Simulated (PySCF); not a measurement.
# C4H6O (SMILES O=C1CCC1): levels of theory compared

Wanted: a comparison of 6 runs (HF/STO-3G, HF/3-21G, HF/aug-cc-pVDZ, B3LYP/6-31G*, B3LYP/6-31G**, PBE/6-311+G**) of C4H6O. The job is set up through a Python script.

Program for the calculation: PySCF 2.14.0.

## 1. The structure to begin with

The species is C4H6O (11 atoms), meant as a singlet with charge 0. SMILES: `O=C1CCC1`. Geometry: relaxed at GFN2-xTB.

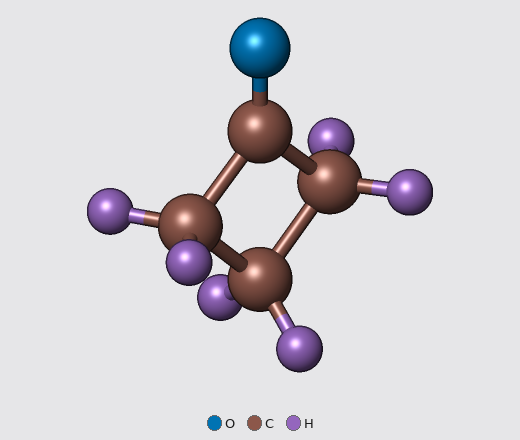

The structure, seen from a chosen angle (oxygen blue, carbon brown, hydrogen purple).

## 2. Energy and gradient at HF/STO-3G (run 1)

The input, input.py:

```python
from pyscf import gto

system = gto.M(
    atom=[
    ('O', (-1.126330, 1.742680, -1.093740)),
    ('C', (-0.552200, 0.854080, -0.536070)),
    ('C', (0.067160, 0.704220, 0.836910)),
    ('C', (0.473450, -0.732780, 0.459980)),
    ('C', (-0.164010, -0.554720, -0.930820)),
    ('H', (-0.647340, 0.795380, 1.653060)),
    ('H', (0.888260, 1.394090, 1.023900)),
    ('H', (1.547210, -0.902110, 0.440100)),
    ('H', (0.005810, -1.502320, 1.069060)),
    ('H', (0.522060, -0.599220, -1.774860)),
    ('H', (-1.014070, -1.199300, -1.147540)),
],
    max_memory=1860,
    basis='sto-3g',
    spin=0,
    verbose=4,
)

calc0 = system.RHF()
calc0.conv_tol = 1e-10
calc0.kernel()
if not calc0.converged:
    calc0 = calc0.newton().run(calc0.mo_coeff, calc0.mo_occ)

e_tot = calc0.e_tot
print('Final energy', e_tot)
grad = calc0.nuc_grad_method().kernel()
calc0.analyze()
```

Launch:

```sh
$ OMP_NUM_THREADS=1 python input.py
```

Log:

```text
PySCF version 2.14.0

[... 80 lines left out ...]
Nuclear Repulsion Energy =             168.825527727539566
[... 8 lines left out ...]
MO #3   energy= -11.050609790014   occ= 2
[... 6 lines left out ...]
MO #10  energy= -0.676351973847753 occ= 2
[... 6 lines left out ...]
MO #17  energy= -0.438012254364222 occ= 2
[... 6 lines left out ...]
MO #24  energy= 0.674089163915801  occ= 0
[... 6 lines left out ...]
MO #31  energy= 1.09249419325714   occ= 0
[... 45 lines left out ...]
Dipole moment(X, Y, Z, Debye):  0.90014, -1.39261,  0.87396
```

Run time: 2 s. Hardware: 1 thread of Intel Xeon at 2.70GHz, shared host; peak memory 0.12 GiB.

## 3. Energy and gradient at HF/3-21G (run 2)

The input, input.py:

```python
# Cyclobutanone
import pyscf.grad
from pyscf import gto, scf

mol = gto.Mole()
mol.atom = '''
O     -2.128455     3.293188    -2.066869
C     -1.043507     1.613977    -1.013025
C      0.126914     1.330783     1.581531
C      0.894691    -1.384754     0.869236
C     -0.309934    -1.048269    -1.758995
H     -1.223295     1.503050     3.123831
H      1.678568     2.634448     1.934891
H      2.923803    -1.704741     0.831668
H      0.010979    -2.838973     2.020231
H      0.986550    -1.132362    -3.353999
H     -1.916315    -2.266349    -2.168536
'''
mol.charge = 0
mol.unit = 'bohr'
mol.max_memory = 1860
mol.verbose = 4
mol.basis = '3-21g'
mol.build()

mf = scf.RHF(mol)
mf.conv_tol = 1e-10
mf.kernel()
if not mf.converged:
    mf = mf.newton().run(mf.mo_coeff, mf.mo_occ)

etot = mf.e_tot
print(f'total energy: {etot:.8f} hartree')
grad = mf.Gradients().kernel()
dip = mf.dip_moment()
pop, q = mf.mulliken_pop()
```

Launch:

```sh
$ OMP_NUM_THREADS=1 python input.py
```

Log:

```text
PySCF version 2.14.0

[... 67 lines left out ...]
converged SCF energy = -228.509661925323
total energy: -228.50966193 hartree
[... 11 lines left out ...]
Dipole moment(X, Y, Z, Debye):  1.47187, -2.27713,  1.42925
[... 69 lines left out ...]
charge of   10H =      0.25586
```

It took 2.8 s on 1 thread of Intel Xeon at 2.70GHz, shared host; peak memory 0.13 GiB.

Runs 3 to 5 aren't shown in full; the table further down has their settings and results.

## 4. Energy and forces at PBE/6-311+G(d,p) (run 6)

The input, run.py:

```python
# Cyclobutanone
import pyscf.grad
from pyscf import gto, dft

molecule = gto.Mole()
molecule.atom = [
    ('O', (-1.126330, 1.742680, -1.093740)),
    ('C', (-0.552200, 0.854080, -0.536070)),
    ('C', (0.067160, 0.704220, 0.836910)),
    ('C', (0.473450, -0.732780, 0.459980)),
    ('C', (-0.164010, -0.554720, -0.930820)),
    ('H', (-0.647340, 0.795380, 1.653060)),
    ('H', (0.888260, 1.394090, 1.023900)),
    ('H', (1.547210, -0.902110, 0.440100)),
    ('H', (0.005810, -1.502320, 1.069060)),
    ('H', (0.522060, -0.599220, -1.774860)),
    ('H', (-1.014070, -1.199300, -1.147540)),
]
molecule.basis = '6-311+g**'
molecule.max_memory = 1860
molecule.verbose = 3
molecule.build()

ks = dft.RKS(molecule)
ks.xc = 'pbe'
ks.conv_tol = 1e-10
ks.grids.level = 5
ks.kernel()
if not ks.converged:
    ks = ks.newton().run(ks.mo_coeff, ks.mo_occ)

energy = ks.e_tot
print('E = %.10f Eh' % energy)
grad = ks.Gradients().kernel()
ks.analyze()
```

Launch:

```sh
$ OMP_NUM_THREADS=1 python run.py
```

Log:

```text
converged SCF energy = -231.00628370286
[... 30 lines left out ...]
MO #21  energy= -0.00980948614136778 occ= 0
[... 24 lines left out ...]
MO #46  energy= 0.280746948875499  occ= 0
[... 24 lines left out ...]
MO #71  energy= 0.825485844061211  occ= 0
[... 24 lines left out ...]
MO #96  energy= 1.76586273773604   occ= 0
[... 24 lines left out ...]
MO #121 energy= 2.73261474340226   occ= 0
[... 24 lines left out ...]
MO #146 energy= 49.6055904911441   occ= 0
[... 12 lines left out ...]
Dipole moment(X, Y, Z, Debye):  1.44077, -2.22906,  1.39914
```

Run time: 90 s. Hardware: 1 thread of Intel Xeon at 2.70GHz, shared host; peak memory 1.7 GiB.

## 5. Overview of the runs

| run | level | integration grid | energy (Eh) | dipole moment (D) | HOMO energy (eV) | LUMO energy (eV) | wall time |
| --- | --- | --- | --- | --- | --- | --- | --- |
| 1 | HF/STO-3G | – | -226.926285 | 1.87 | -8.54 | 7.99 | 2 s |
| 2 | HF/3-21G | – | -228.509662 | 3.07 | -10.64 | 4.07 | 2.8 s |
| 3 | HF/aug-cc-pVDZ | – | -229.826822 | 3.52 | -10.88 | 0.90 | 58 s |
| 4 | B3LYP/6-31G* (spherical functions) | 5 | -231.222973 | 2.78 | -6.56 | -0.52 | 41 s |
| 5 | B3LYP/6-31G** (spherical functions) | 5 | -231.231519 | 2.79 | -6.57 | -0.51 | 45 s |
| 6 | PBE/6-311+G** | 5 | -231.006284 | 3.00 | -5.71 | -1.85 | 90 s |

## 6. What came out

```
                       quantity          value
            run 6: total energy  -231.00628 Eh
           run 6: dipole moment         3.00 D
             run 6: HOMO energy       -5.71 eV
             run 6: LUMO energy       -1.85 eV
           run 6: HOMO–LUMO gap        3.86 eV
run 6: largest force on an atom     1.241 eV/Å
```

What this shows: The dipole moment (its size) runs from 1.87 D (HF/STO-3G) to 3.52 D (HF/aug-cc-pVDZ). The HOMO–LUMO gap runs from 3.86 eV (PBE/6-311+G**) to 16.53 eV (HF/STO-3G). The two ends differ in method and basis. Totals of different functionals can't be ranked against each other. In run 1 the basis is minimal, so the values are rough. All runs together took 4 min, the longest 90 s.
